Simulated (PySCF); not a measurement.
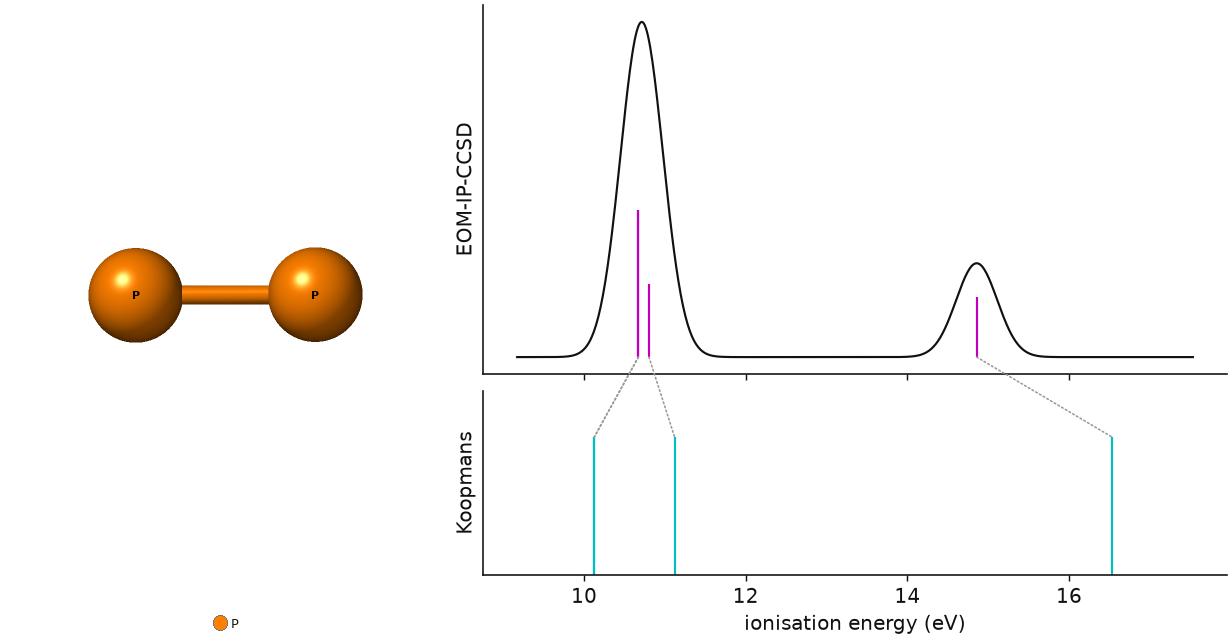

Valence photoelectron lines of P₂: vertical EOM-IP-CCSD/aug-cc-pVTZ (frozen core, PySCF 2.14.0, at a PBE0-D3(BJ)/def2-SVP geometry (no frequency check); 4 lines, one for each of the 4 highest orbitals, so a line of a deeper orbital can be missing among them) above, Hartree-Fock orbital energies with the sign turned below, non-relativistic; dotted lines join each line to its leading orbital. Stick heights are one-hole weights (summed over degenerate lines), not cross-sections; Gaussian width 0.60 eV.

> What is the first vertical ionisation energy, and how far is Koopmans' value off?

10.67 eV from the HOMO (with HOMO−1 within 0.05 eV); Koopmans gives 10.13 eV, 0.55 eV too low.

> List the lines.

```
  hole  EOM-IP-CCSD (eV)  Koopmans (eV)  one-hole weight
  HOMO             10.67          10.13             0.96
HOMO-1             10.67          10.13             0.96
HOMO-2             10.80          11.12             0.95
HOMO-3             14.86          16.53             0.78
```
